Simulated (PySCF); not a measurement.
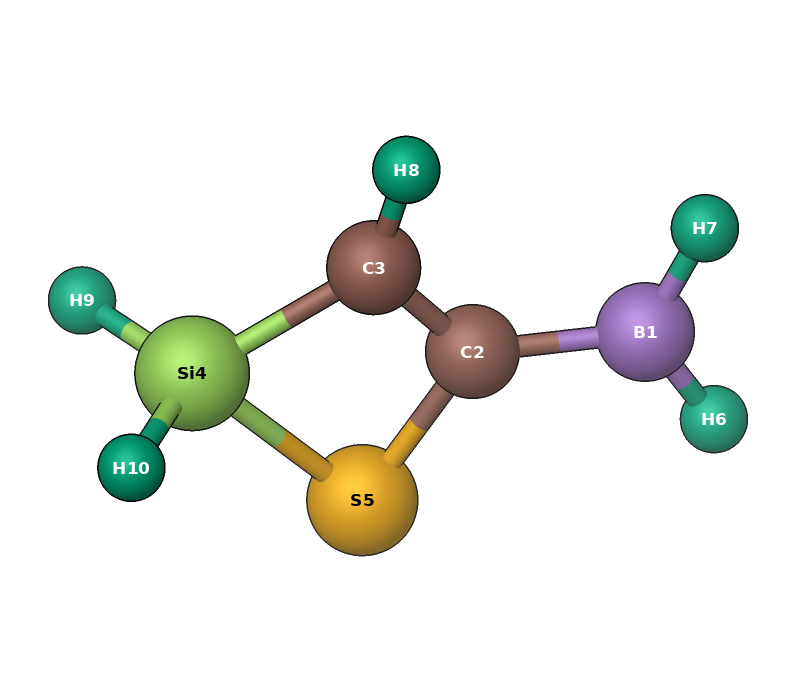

The computed structure is the end point of a GFN2-xTB optimisation. No frequency run is at hand to confirm it as a minimum. Level of theory: delta-SCF UKS SCAN, pcX-2 on the ionised atom, pcseg-1 elsewhere, spin-free X2C (PySCF 2.14.0).

Give the core-electron binding energies (to vacuum; p and d levels without spin–orbit splitting) of B1 1s, C2 1s, C3 1s, Si4 1s, Si4 2p, S5 1s, S5 2p.

```csv
atom,level,binding energy (eV)
B1,1s,194.8
C2,1s,290.9
C3,1s,289.9
Si4,1s,1847.2
Si4,2p,107.6
S5,1s,2476.3
S5,2p,169.0
```

The geometry is semi-empirical. Around B, Si such bond lengths and angles can be off by a tenth of an ångström or more and by several degrees, and values that hang on the shape move with them.
